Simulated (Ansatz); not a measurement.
# H₅NOSi + H₂S: a complex and its separated parts, part 3 of 3

Ansatz 0.2.0, Gaussian basis. Earlier steps stand in the parts before.

## (17) PBE-QIDH/def2-TZVPP

The inputs:

parta/in.yaml

```yaml
crystal:
  periodic: [false, false, false]
  atoms:
    - {symbol: Si, position_ang: [0.101056, -1.002638, -0.493454]}
    - {symbol: O, position_ang: [0.693779, 0.476785, -0.068543]}
    - {symbol: H, position_ang: [0.911903, -1.594405, -1.590986]}
    - {symbol: H, position_ang: [-1.282241, -0.684786, -0.910346]}
    - {symbol: N, position_ang: [0.093059, -2.194507, 0.726001]}
    - {symbol: H, position_ang: [1.601653, 0.516030, 0.235309]}
    - {symbol: H, position_ang: [0.802697, -2.902956, 0.790424]}
    - {symbol: H, position_ang: [-0.473169, -2.140064, 1.555212]}
basis:
  gaussian: {orbitals: def2-TZVPP}
hamiltonian: {xc: {name: PBE-QIDH}}
```

partb/in.yaml

```yaml
crystal:
  periodic: [false, false, false]
  atoms:
    - {symbol: H, position_ang: [-0.251782, 2.378562, -0.360737]}
    - {symbol: S, position_ang: [-0.802591, 3.587933, -0.543262]}
    - {symbol: H, position_ang: [-1.394267, 3.560049, 0.660281]}
basis:
  gaussian: {orbitals: def2-TZVPP}
hamiltonian: {xc: {name: PBE-QIDH}}
```

Each run has its own folder and the same command.

The run is started by

```bash
$ ansatz run in.yaml --threads 4 --pin off --events-out ev --progress --plain --max-ram 9574MiB
```

parta printed, shortened:

```text
Functional definition: PBE-QIDH
  name "PBE-QIDH"
  cite "Brémond, Sancho-García, Pérez-Jiménez & Adamo, J. Chem. Phys. 141, 031101 (2014) doi:10.1063/1.4890314"
  cite "Perdew, Burke & Ernzerhof, Phys. Rev. Lett. 77, 3865 (1996) doi:10.1103/PhysRevLett.77.3865"
[...]
1016 factors; integrals over basis functions are off by at most 1.0e-3 eV
[...]
mean field -11484.19307858 eV, -422.0363113722 hartree, gradient 4.8e-6 eV, S^2 0.000000; 0 other end points of the search recorded, 0 dependent functions left out
7 core orbitals not correlated: weight in the atoms' cores, before any rotation towards them, 1.000 or more for the frozen orbitals, at most 0.000 for the correlated occupied ones
reference -11484.19308970 eV, -422.0363117807 hartree; 10, 10 occupied and 157, 157 virtual orbitals, 1016 factors
second order -17.84000536 eV of doubles, -0.00000000 eV of singles
Total energy: -11490.13975815 eV, -422.2548478155 hartree
```

Log of partb, shortened:

```text
[... 4 set-up lines as earlier in the session ...]
[...]
386 factors; integrals over basis functions are off by at most 1.2e-3 eV
[...]
mean field -10860.20500713 eV, -399.1051727005 hartree, gradient 1.1e-6 eV, S^2 0.000000; 0 other end points of the search recorded, 0 dependent functions left out
5 core orbitals not correlated: weight in the atoms' cores, before any rotation towards them, 1.000 or more for the frozen orbitals, at most 0.000 for the correlated occupied ones
reference -10860.20501391 eV, -399.1051729498 hartree; 4, 4 occupied and 61, 61 virtual orbitals, 386 factors
second order -5.89914958 eV of doubles, -0.00000000 eV of singles
Total energy: -10862.17139710 eV, -399.1774361993 hartree
```

Wall times: 1.9 s (parta), 0.35 s (partb) on 4 threads of Intel Xeon Platinum 8259CL at 2.50GHz, shared host.

## (18) RPA on PBE/def2-TZVPP

The same edit goes into each in.yaml of step 17 (parta, partb):

```diff
-hamiltonian: {xc: {name: PBE-QIDH}}
+hamiltonian: {xc: pbe}
+correlation: {method: rpa}
```

The same command starts each run, in its folder.

The run is started by

```bash
$ ansatz run in.yaml --threads 4 --pin off --events-out ev --progress --plain --max-ram 9574MiB
```

parta printed, shortened:

```text
[... 4 set-up lines as earlier in the session ...]
[...]
1016 factors; integrals over basis functions are off by at most 1.0e-3 eV
[...]
mean field -11491.81835809 eV, -422.3165352255 hartree, gradient 5.4e-6 eV, S^2 0.000000; 0 other end points of the search recorded, 0 dependent functions left out
7 core orbitals not correlated: weight in the atoms' cores, before any rotation towards them, 1.000 or more for the frozen orbitals, at most 0.000 for the correlated occupied ones
reference -11463.43402539 eV, -421.2734302385 hartree; 10, 10 occupied and 157, 157 virtual orbitals, 1016 factors
Total energy: -11489.47598817 eV, -422.2304547187 hartree
```

partb printed, shortened:

```text
[... 4 set-up lines as earlier in the session ...]
[...]
386 factors; integrals over basis functions are off by at most 1.2e-3 eV
[...]
mean field -10863.54270263 eV, -399.2278307480 hartree, gradient 2.1e-6 eV, S^2 0.000000; 0 other end points of the search recorded, 0 dependent functions left out
5 core orbitals not correlated: weight in the atoms' cores, before any rotation towards them, 1.000 or more for the frozen orbitals, at most 0.000 for the correlated occupied ones
reference -10849.04793896 eV, -398.6951580081 hartree; 4, 4 occupied and 61, 61 virtual orbitals, 386 factors
Total energy: -10858.41208264 eV, -399.0392839411 hartree
```

Times: 1.7 s (parta), 0.35 s (partb) on 4 threads of Intel Xeon Platinum 8259CL at 2.50GHz, shared host.

## (19) CCSD(T)/def2-TZVPP

The same edit goes into each in.yaml of step 18 (parta, partb):

```diff
-hamiltonian: {xc: pbe}
-correlation: {method: rpa}
+correlation: {method: ccsd_t}
```

Each run has its own folder and the same command.

The run is started by

```bash
$ ansatz run in.yaml --threads 4 --pin off --events-out ev --progress --plain --max-ram 9574MiB
```

parta printed, shortened:

```text
Functional definition: HF
  name "HF"
  cite "Fock, Z. Phys. 61, 126 (1930) doi:10.1007/BF01340294"
[... 1 set-up line as earlier in the session ...]
[...]
1016 factors; integrals over basis functions are off by at most 1.0e-3 eV
[...]
mean field -11464.46804787 eV, -421.3114298638 hartree, gradient 1.9e-6 eV, S^2 0.000000; 0 other end points of the search recorded, 0 dependent functions left out
7 core orbitals not correlated: weight in the atoms' cores, before any rotation towards them, 1.000 or more for the frozen orbitals, at most 0.000 for the correlated occupied ones
reference -11464.46804787 eV, -421.3114298638 hartree; 10, 10 occupied and 157, 157 virtual orbitals, 1016 factors
second order -15.94665580 eV of doubles, -0.00000000 eV of singles
cycle   1  -16.21410372 eV  change   -2.7e-1 eV  update   7.8e-2
[...]
cycle   9  -16.64709091 eV  change   -4.1e-6 eV  update   1.3e-5
perturbative correction -0.56432313 eV, -0.0207384923 hartree
Total energy: -11481.67946191 eV, -421.9439376634 hartree
```

partb printed, shortened:

```text
[... 4 set-up lines as earlier in the session ...]
[...]
386 factors; integrals over basis functions are off by at most 1.2e-3 eV
[...]
mean field -10849.38775926 eV, -398.7076461737 hartree, gradient 1.3e-6 eV, S^2 0.000000; 0 other end points of the search recorded, 0 dependent functions left out
5 core orbitals not correlated: weight in the atoms' cores, before any rotation towards them, 1.000 or more for the frozen orbitals, at most 0.000 for the correlated occupied ones
reference -10849.38775926 eV, -398.7076461737 hartree; 4, 4 occupied and 61, 61 virtual orbitals, 386 factors
second order -5.20093575 eV of doubles, -0.00000000 eV of singles
cycle   1  -5.68440475 eV  change   -4.8e-1 eV  update   4.9e-2
[...]
cycle   8  -5.86292331 eV  change    3.0e-6 eV  update   5.9e-6
perturbative correction -0.21793208 eV, -0.0080088561 hartree
Total energy: -10855.46861465 eV, -398.9311134875 hartree
```

They took 11 s (parta), 0.35 s (partb) on 4 threads of Intel Xeon Platinum 8259CL at 2.50GHz, shared host; peak memory 1.6 GiB.

## (20) Vibrations of H₅NOSi

The input, vib-parta/in.yaml:

```yaml
crystal:
  periodic: [false, false, false]
  atoms:
    - {symbol: Si, position_ang: [0.101056, -1.002638, -0.493454]}
    - {symbol: O, position_ang: [0.693779, 0.476785, -0.068543]}
    - {symbol: H, position_ang: [0.911903, -1.594405, -1.590986]}
    - {symbol: H, position_ang: [-1.282241, -0.684786, -0.910346]}
    - {symbol: N, position_ang: [0.093059, -2.194507, 0.726001]}
    - {symbol: H, position_ang: [1.601653, 0.516030, 0.235309]}
    - {symbol: H, position_ang: [0.802697, -2.902956, 0.790424]}
    - {symbol: H, position_ang: [-0.473169, -2.140064, 1.555212]}
basis:
  gaussian: {orbitals: def2-TZVP}
hamiltonian: {xc: pbe0, dispersion: d4}
phonons: {temperatures: {t_min: 298.15, t_max: 900, t_step: 200}}
```

The run is started by

```bash
$ ansatz run in.yaml --threads 4 --pin off --events-out ev --progress --plain --max-ram 9574MiB
```

Log, shortened:

```text
[... 5 set-up lines as earlier in the session ...]
[...]
794 factors; their error is unknown
[...]
mean field -11492.69259946 eV, -422.3486630032 hartree, gradient 3.6e-5 eV, S^2 0.000000; 0 other end points of the search recorded, 0 dependent functions left out
[...]
Atom 5 at     1.601653     0.516030     0.235309 Å, force    -0.000047     0.000245     0.000066 eV/Å
Atom 6 at     0.802697    -2.902956     0.790424 Å, force    -0.000194     0.000921     0.000450 eV/Å
Atom 7 at    -0.473169    -2.140064     1.555212 Å, force    -0.000045    -0.000693     0.000481 eV/Å
Dipole moment:     0.289297    -0.265640     0.307942 e Å
Vibrations: 119.15 265.96 295.53 354.80 553.06 747.10 820.84 871.34 891.91 921.42 946.00 956.54 1580.15 2215.70 2260.34 3626.57 3725.40 3920.55 cm⁻¹, zero-point energy 1.554289 eV
```

Run time: 35 s. Hardware: 4 threads of Intel Xeon Platinum 8259CL at 2.50GHz, shared host.

Wavenumbers and character of the modes:

```
mode  wavenumber (cm⁻¹)               character
   1                119                 torsion
   2                266                 torsion
   3                296                 torsion
   4                355       bend with torsion
   5                553       bend with torsion
   6                747                    bend
   7                821   Si–O and Si–N stretch
   8                871  bend with Si–N stretch
   9                892                    bend
  10                921  bend with Si–O stretch
  11                946       torsion with bend
  12                957                    bend
  13               1580                    bend
  14               2216            Si–H stretch
  15               2260            Si–H stretch
  16               3627             N–H stretch
  17               3725             N–H stretch
  18               3921             O–H stretch
```

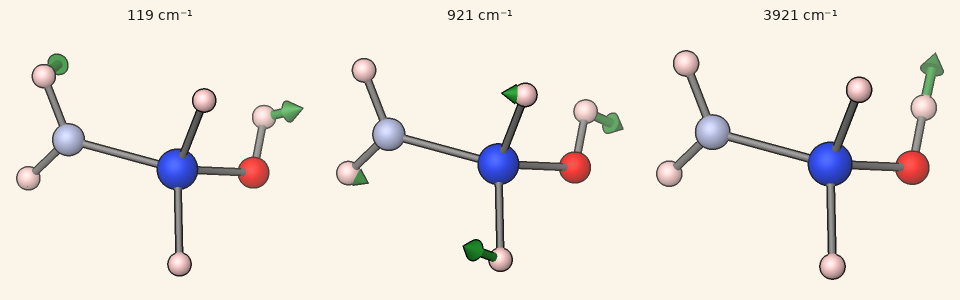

How the atoms move in 3 of the modes.

Vibrational sums (real modes only):

```
T (K)  entropy (J/mol/K)  heat capacity (J/mol/K)
  298               37.5                     49.6
  498               69.9                     76.3
  698               98.4                     92.3
  898              123.1                    103.5
```

## (21) Vibrations of H₂S

The input, vib-partb/in.yaml:

```yaml
crystal:
  periodic: [false, false, false]
  atoms:
    - {symbol: H, position_ang: [-0.251782, 2.378562, -0.360737]}
    - {symbol: S, position_ang: [-0.802591, 3.587933, -0.543262]}
    - {symbol: H, position_ang: [-1.394267, 3.560049, 0.660281]}
basis:
  gaussian: {orbitals: def2-TZVP}
hamiltonian: {xc: pbe0, dispersion: d4}
phonons: {temperatures: {t_min: 298.15, t_max: 900, t_step: 200}}
```

The run is started by

```bash
$ ansatz run in.yaml --threads 4 --pin off --events-out ev --progress --plain --max-ram 9574MiB
```

Log, shortened:

```text
[... 5 set-up lines as earlier in the session ...]
[...]
359 factors; their error is unknown
[...]
mean field -10864.45046300 eV, -399.2611903263 hartree, gradient 4.8e-5 eV, S^2 0.000000; 0 other end points of the search recorded, 0 dependent functions left out
[...]
Total energy: -10864.46265913 eV, -399.2616385256 hartree
Atom 0 at    -0.251782     2.378562    -0.360737 Å, force     0.000002     0.000353    -0.000376 eV/Å
Atom 1 at    -0.802591     3.587933    -0.543262 Å, force    -0.000420    -0.000706     0.001577 eV/Å
Atom 2 at    -1.394267     3.560049     0.660281 Å, force     0.000418     0.000353    -0.001201 eV/Å
Dipole moment:    -0.005320    -0.161133     0.180510 e Å
Vibrations: 1209.10 2724.14 2739.43 cm⁻¹, zero-point energy 0.413652 eV
```

Run time: 1.6 s. Hardware: 4 threads of Intel Xeon Platinum 8259CL at 2.50GHz, shared host.

Wavenumbers and character of the modes:

```
mode  wavenumber (cm⁻¹)    character
   1               1209         bend
   2               2724  S–H stretch
   3               2739  S–H stretch
```

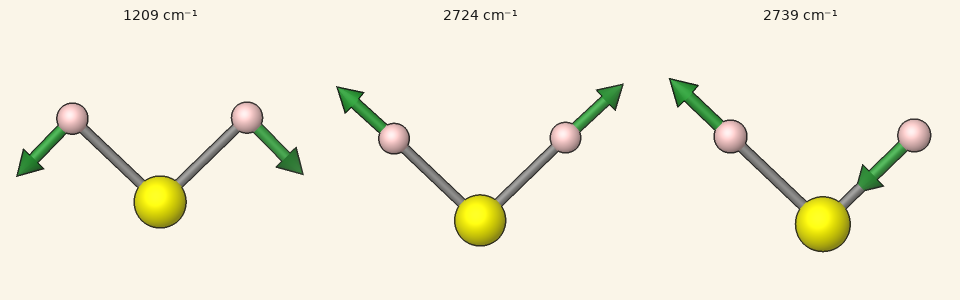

Displacements of 3 modes, as arrows.

Vibrational sums (real modes only):

```
T (K)  entropy (J/mol/K)  heat capacity (J/mol/K)
  298                0.2                      0.8
  498                1.2                      3.7
  698                3.0                      7.0
  898                5.1                     10.2
```

## (22) Complex less separated parts

The complex's own energies come from single points at the same levels.

Rows are in def2-TZVPP; times add the 3 runs of a level on a shared host, so small differences are noise.

```
      method                    rung  complex less parts (kJ/mol)  from CCSD(T) (kJ/mol)   time
       SPW92                     LDA                        -21.1                   -9.8  1.9 s
      PBE-D4                     GGA                        -15.2                   -3.9  2.6 s
     BLYP-D4                     GGA                        -14.0                   -2.7  2.8 s
   r2SCAN-D4                meta-GGA                        -12.6                   -1.3  4.7 s
      B97M-V                meta-GGA                        -12.1                   -0.8  8.7 s
     PBE0-D4                  hybrid                        -14.1                   -2.8  3.7 s
    B3LYP-D4                  hybrid                        -13.9                   -2.6  3.5 s
  r2SCAN0-D4                  hybrid                        -12.6                   -1.3  5.6 s
    BHLYP-D4                  hybrid                        -13.7                   -2.4  3.6 s
CAM-B3LYP-D4  range-separated hybrid                        -14.4                   -3.1  4.4 s
     wB97X-V  range-separated hybrid                        -12.2                   -0.9  9.1 s
     wB97M-V  range-separated hybrid                        -11.9                   -0.6  9.7 s
      B2PLYP           double hybrid                        -10.0                   +1.3  6.4 s
    PBE-QIDH           double hybrid                        -11.2                   +0.1  6.7 s
  RPA on PBE                     RPA                         -8.7                   +2.6  5.8 s
Hartree-Fock            wavefunction                         -3.5                   +7.8       
         MP2            wavefunction                        -12.2                   -0.9       
        CCSD            wavefunction                         -9.9                   +1.4       
     CCSD(T)            wavefunction                        -11.3                      0   73 s
```

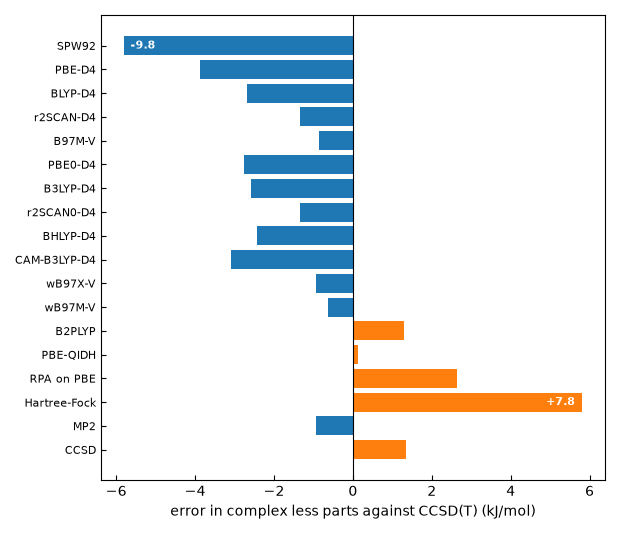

Error of each method against CCSD(T). Bars with a number in them are cut short.

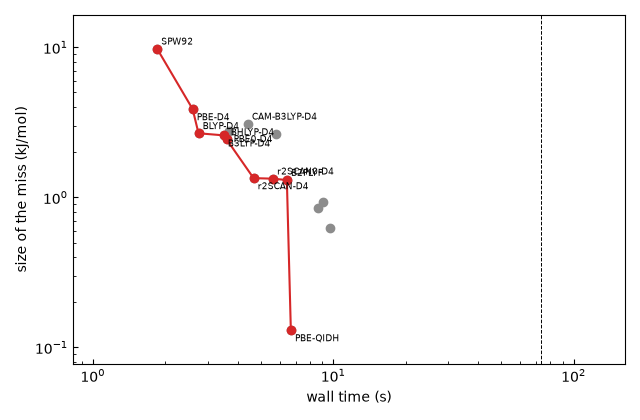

Accuracy for the time spent; red marks the levels that beat every quicker one drawn (of those quicker than the yardstick), and the dashed line is the time of CCSD(T). Only those levels and the largest misses are named. Times are from a shared host.

PBE-QIDH reaches 0.1 kJ/mol from the reference in 6.7 s, where CCSD(T) took 73 s; the quickest level in the cost chart, SPW92, takes 1.9 s and misses by 9.8 kJ/mol.

The complex's zero-point energy, from a separate PBE0-D4 run, is 2.010 eV.

## (23) Summary of results

The summary covers parts 1 to 3.

```
                              quantity         value
complex less parts, CCSD(T)/def2-TZVPP  -11.3 kJ/mol
                with zero-point energy   -7.3 kJ/mol
                 largest T1 diagnostic         0.011
```

At CCSD(T) the complex lies 11.3 kJ/mol below its parts. PBE-QIDH is the best functional here (+0.1 kJ/mol from CCSD(T)); SPW92 is the worst (-9.8 kJ/mol). Mean unsigned error by rung: LDA 9.8, GGA 3.3, meta-GGA 1.1, hybrid 2.3, range-separated hybrid 1.5, double hybrid 0.7 kJ/mol. PBE-D4 gives a relative energy 3.9 kJ/mol too low, an error of 34 % of the reference. No counterpoise was applied, and triple zeta lacks some correlation, so the CCSD(T) reference has a basis error of its own, and close matches with it are partly luck.
